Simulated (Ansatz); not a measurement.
# ClGeH3 (chlorogermane): a chain of runs

Wanted: a point of an energy scan (r2SCAN50-D4/3-21G), then a point of an energy scan (r2SCAN50-D4/3-21G), then a point of an energy scan (r2SCAN50-D4/3-21G), then a point of an energy scan (r2SCAN50-D4/3-21G), then a point of an energy scan (U-r2SCAN50-D4/3-21G) of ClGeH3 (chlorogermane). 

The calculation is run with Ansatz 0.2.0.

### Step 1. The structure to begin with

ClGeH3 has 5 atoms, charge 0, and is taken as a singlet. SMILES: `[Cl][GeH3]`. Geometry: relaxed at PBE0-D4/def2-TZVP.

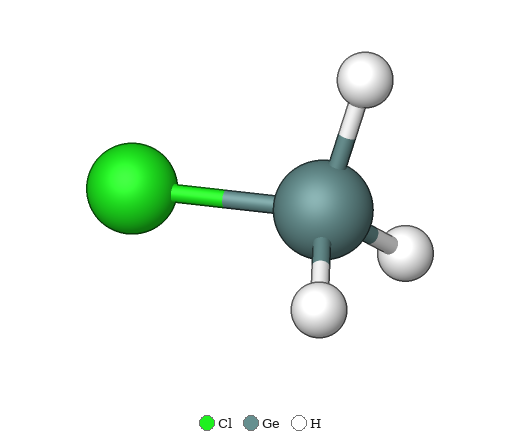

Viewed from a chosen angle; chlorine green, germanium teal, hydrogen white.

### Step 2. A point of an energy scan at r2SCAN50-D4/3-21G (held atoms (3, 2), held distance 1.3787 angstrom) (run 1)

job.yaml

```yaml
crystal:
  periodic: [false, false, false]
  atoms:
    - {symbol: Cl, position_ang: [-1.875800, -0.025100, 0.641300]}
    - {symbol: Ge, position_ang: [0.161800, -0.013900, -0.060600]}
    - {symbol: H, position_ang: [0.160400, 0.656200, -1.438100]}
    - {symbol: H, position_ang: [0.619000, -1.473700, -0.140600]}
    - {symbol: H, position_ang: [0.984500, 0.782900, 0.956700]}
basis:
  gaussian: {orbitals: 3-21G.json}
hamiltonian: {xc: {name: r2SCAN50}, dispersion: d4}
relax: {max_steps: 60, constraints: [{distance: [2, 1], at: 1.3787}]}
```

The basis set 3-21G is read from a file made from the Basis Set Exchange's data (not shown).

The run is started by

```
$ ansatz run job.yaml --threads 1 --pin off --max-ram 2610MiB --events-out events.jsonl --progress --plain --runs-dir runs
```

Standard output:

```text
Warning: RAYON_NUM_THREADS=1 ignored (pool sized by the plan → 1); use --threads N
The last accepted step is kept in runs//last_step.txt (removed where the run ends without a failure and the disk answers)
[... 46 lines left out ...]
Total energy: -68753.52241816 eV, -2526.6453460560 hartree
[... 5 lines left out ...]
Dipole moment:     0.695289     0.030072    -0.293454 e Å
```

Run time: 9 s. Hardware: 1 thread of Arm Neoverse V2, shared host; peak memory 0.11 GiB.

### Step 3. A point of an energy scan at r2SCAN50-D4/3-21G (held atoms (3, 2), held distance 1.5318 angstrom) (run 2)

molecule.yaml

```yaml
basis:
  gaussian: {orbitals: 3-21G.json}
crystal:
  periodic: [false, false, false]
  atoms:
    - {symbol: Cl, position_ang: [-1.909507, -0.016960, 0.635752]}
    - {symbol: Ge, position_ang: [0.188215, 0.003363, -0.104821]}
    - {symbol: H, position_ang: [0.158089, 0.610070, -1.342486]}
    - {symbol: H, position_ang: [0.625385, -1.453492, -0.158733]}
    - {symbol: H, position_ang: [0.987718, 0.783419, 0.928988]}
hamiltonian: {xc: {name: r2SCAN50}, dispersion: d4}
relax: {max_steps: 60, constraints: [{distance: [2, 1], at: 1.5318}]}
```

The basis set 3-21G is read from a file made from the Basis Set Exchange's data (not shown).

The run is started by

```
$ ansatz run molecule.yaml --threads 1 --pin off --max-ram 2610MiB --events-out events.jsonl --progress --plain --runs-dir runs
```

Standard output, cut to the lines that bear on the results:

```text
Warning: RAYON_NUM_THREADS=1 ignored (pool sized by the plan → 1); use --threads N
[... 1 set-up line as earlier in the session ...]
[... 46 lines left out ...]
Total energy: -68753.73625212 eV, -2526.6532043093 hartree
[... 5 lines left out ...]
Dipole moment:     0.687992     0.001840    -0.232962 e Å
```

It took 8.7 s on 1 thread of Arm Neoverse V2, shared host; peak memory 0.11 GiB.

### Step 4. A point of an energy scan at r2SCAN50-D4/3-21G (held atoms (3, 2), held distance 1.7616 angstrom) (run 3)

molecule.yaml

```yaml
basis:
  gaussian:
    orbitals: 3-21G.json
crystal:
  periodic: [false, false, false]
  atoms:
    - {symbol: Cl, position_ang: [-1.913001, -0.026108, 0.655730]}
    - {symbol: Ge, position_ang: [0.187744, -0.015003, -0.066895]}
    - {symbol: H, position_ang: [0.165316, 0.657720, -1.442886]}
    - {symbol: H, position_ang: [0.622521, -1.471173, -0.141187]}
    - {symbol: H, position_ang: [0.987320, 0.780964, 0.953938]}
hamiltonian:
  xc: {name: r2SCAN50}
  dispersion: d4
relax:
  max_steps: 60
  constraints: [{distance: [2, 1], at: 1.7616}]
```

The basis set 3-21G is read from a file made from the Basis Set Exchange's data (not shown).

The run is started by

```
$ ansatz run molecule.yaml --threads 1 --pin off --max-ram 2610MiB --events-out events.jsonl --progress --plain --runs-dir runs
```

Standard output, cut to the lines that bear on the results:

```text
Warning: RAYON_NUM_THREADS=1 ignored (pool sized by the plan → 1); use --threads N
[... 1 set-up line as earlier in the session ...]
[... 46 lines left out ...]
Total energy: -68753.37402746 eV, -2526.6398927985 hartree
[... 5 lines left out ...]
Dipole moment:     0.672755    -0.041287    -0.139196 e Å
```

Wall time 9.3 s (1 thread of Arm Neoverse V2, shared host); peak memory 0.11 GiB.

### Step 5. A point of an energy scan at r2SCAN50-D4/3-21G (held atoms (3, 2), held distance 1.9914 angstrom) (run 4)

molecule.yaml

```yaml
crystal:
  periodic: [false, false, false]
  atoms:
    - {symbol: Cl, position_ang: [-1.918684, -0.041059, 0.688370]}
    - {symbol: Ge, position_ang: [0.185050, -0.041948, -0.010586]}
    - {symbol: H, position_ang: [0.179643, 0.729108, -1.594466]}
    - {symbol: H, position_ang: [0.617931, -1.495891, -0.114720]}
    - {symbol: H, position_ang: [0.985960, 0.776190, 0.990102]}
basis:
  gaussian:
    orbitals: 3-21G.json
magnetization:
  spin_polarized: false
hamiltonian:
  xc: {name: r2SCAN50}
  dispersion: d4
relax:
  max_steps: 60
  constraints: [{distance: [2, 1], at: 1.9914}]
```

The basis set 3-21G is read from a file made from the Basis Set Exchange's data (not shown).

The run is started by

```
$ ansatz run molecule.yaml --threads 1 --pin off --max-ram 2610MiB --events-out events.jsonl --progress --plain --runs-dir runs
```

Standard output, cut to the lines that bear on the results:

```text
Warning: RAYON_NUM_THREADS=1 ignored (pool sized by the plan → 1); use --threads N
[... 1 set-up line as earlier in the session ...]
[... 46 lines left out ...]
Total energy: -68752.67345342 eV, -2526.6141471775 hartree
[... 5 lines left out ...]
Dipole moment:     0.655701    -0.081399    -0.051024 e Å
```

Run time: 9.3 s. Hardware: 1 thread of Arm Neoverse V2, shared host; peak memory 0.11 GiB.

### Step 6. A point of an energy scan at U-r2SCAN50-D4/3-21G (held atoms (3, 2), held distance 2.2978 angstrom) (run 5)

molecule.yaml

```yaml
crystal:
  periodic: [false, false, false]
  atoms:
    - {symbol: Cl, position_ang: [-1.924673, -0.056304, 0.721716]}
    - {symbol: Ge, position_ang: [0.181395, -0.068409, 0.045053]}
    - {symbol: H, position_ang: [0.194683, 0.800670, -1.746649]}
    - {symbol: H, position_ang: [0.613849, -1.519359, -0.087276]}
    - {symbol: H, position_ang: [0.984646, 0.769802, 1.025855]}
basis:
  gaussian: {orbitals: 3-21G.json}
hamiltonian: {xc: {name: r2SCAN50}, dispersion: d4}
magnetization: {spin_polarized: true}
relax: {max_steps: 60, constraints: [{distance: [2, 1], at: 2.2978}]}
```

The basis set 3-21G is read from a file made from the Basis Set Exchange's data (not shown).

The run is started by

```
$ ansatz run molecule.yaml --threads 1 --pin off --max-ram 2610MiB --events-out events.jsonl --progress --plain --runs-dir runs
```

Standard output, cut to the lines that bear on the results:

```text
Warning: RAYON_NUM_THREADS=1 ignored (pool sized by the plan → 1); use --threads N
[... 1 set-up line as earlier in the session ...]
[... 47 lines left out ...]
Total energy: -68751.62102875 eV, -2526.5754712840 hartree
[... 5 lines left out ...]
Dipole moment:     0.631159    -0.124336     0.045451 e Å
```

Wall time 29 s (1 thread of Arm Neoverse V2, shared host); peak memory 0.16 GiB.

### Step 7. Results

| quantity | value |
| --- | --- |
| run 1, r2SCAN50-D4/3-21G: total energy | -2526.64535 Eh |
| run 1, r2SCAN50-D4/3-21G: dipole moment | 3.63 D |
| run 1, r2SCAN50-D4/3-21G: dispersion energy | -2.17 kJ/mol |
| run 2, r2SCAN50-D4/3-21G: total energy | -2526.65320 Eh |
| run 2, r2SCAN50-D4/3-21G: dipole moment | 3.49 D |
| run 2, r2SCAN50-D4/3-21G: dispersion energy | -2.16 kJ/mol |
| run 3, r2SCAN50-D4/3-21G: total energy | -2526.63989 Eh |
| run 3, r2SCAN50-D4/3-21G: dipole moment | 3.31 D |
| run 3, r2SCAN50-D4/3-21G: dispersion energy | -2.21 kJ/mol |
| run 4, r2SCAN50-D4/3-21G: total energy | -2526.61415 Eh |
| run 4, r2SCAN50-D4/3-21G: dipole moment | 3.18 D |
| run 4, r2SCAN50-D4/3-21G: dispersion energy | -2.62 kJ/mol |
| run 5, U-r2SCAN50-D4/3-21G: total energy | -2526.57547 Eh |
| run 5, U-r2SCAN50-D4/3-21G: dipole moment | 3.10 D |
| run 5, U-r2SCAN50-D4/3-21G: dispersion energy | -2.64 kJ/mol |

**Reading.** Mulliken charges (run 3, r2SCAN50-D4/3-21G) run from -0.45 on Cl1 to +0.72 on Ge2. Mulliken charges (run 4, r2SCAN50-D4/3-21G) run from -0.44 on Cl1 to +0.69 on Ge2. Mulliken charges (run 5, U-r2SCAN50-D4/3-21G) run from -0.43 on Cl1 to +0.66 on Ge2; they depend strongly on the basis.
